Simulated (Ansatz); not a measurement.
CH3SSi (charge +1)

```xyz
6

C    -0.9790    0.2145   -0.8990
Si    0.4251   -0.4023   -0.0336
S     1.1109    0.3163    1.7800
H    -1.8988   -0.3947   -0.9259
H    -0.8249    0.8106   -1.8146
H     2.1667   -0.5445    1.8931
```

These are results of RKS PBE-D4/6-31G* (Ansatz 0.2.0), not measurements.

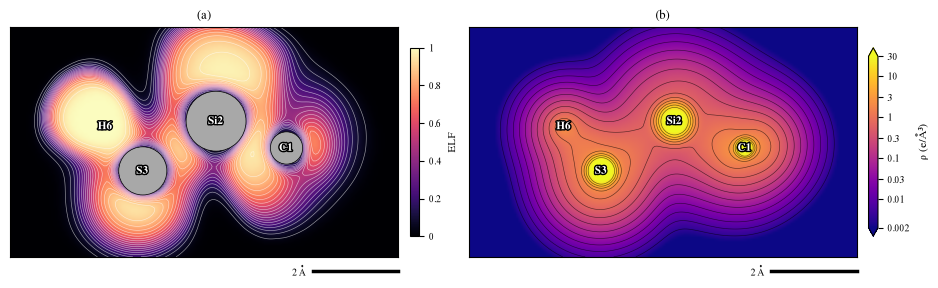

Figure 1. (a) ELF; (b) electron density on the plane of atoms Si2, S3 and H6. Grey discs cover the atomic cores in the ELF map.

### Interpret the plot.

Atoms in the plane: C, Si, S and H.
C–Si (1.76 Å): ρ is about 1.1 e/Å³ halfway; the ELF peaks at about 0.90 between the atoms (localised, covalent bonding).
Si–S (2.07 Å): ρ is about 0.87 e/Å³ halfway; the ELF peaks at about 0.90 between the atoms, as expected for localised, covalent bonding.
S–H (1.37 Å): ρ is about 1.5 e/Å³ halfway; the ELF climbs to about 1 towards the hydrogen, as it does in any bond to H (an ordinary covalent bond to hydrogen).
The ELF also peaks beside S3 and Si2, away from the bonds: lone-pair regions.

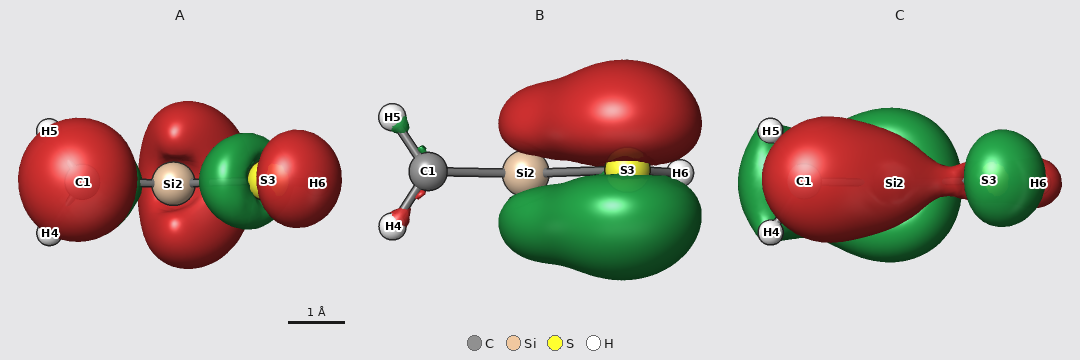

Figure 2. Three frontier orbitals at ±0.1 Å⁻³ᐟ² (green and red are the two phases), in no order.

### Order the three orbitals by energy and name them.

B is the HOMO−1 (−13.26 eV). It lies mainly on S3 (about 75 %) and Si2 (about 20 %). C is the HOMO (−12.31 eV). Its weight (Hirshfeld) is mainly on Si2 (about 45 %), C1 (about 40 %) and S3 (about 10 %). A is the LUMO (−10.25 eV). By Hirshfeld shares it lies mainly on C1 (about 40 %), Si2 (about 35 %) and S3 (about 15 %).

### What is the HOMO–LUMO gap?

2.06 eV between the orbital energies.

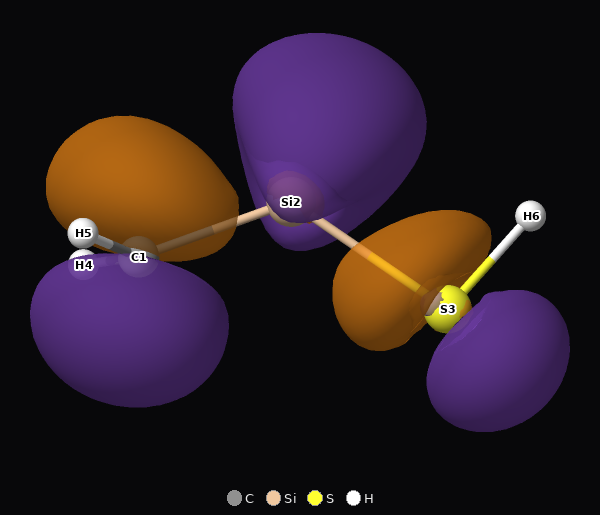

Figure 3. One frontier orbital at ±0.1 Å⁻³ᐟ² (orange and purple are the two phases), seen from one side.

### Which orbital is it: HOMO or LUMO?

The LUMO, at −10.25 eV. It lies mainly on C1 (about 40 %), Si2 (about 35 %) and S3 (about 15 %).
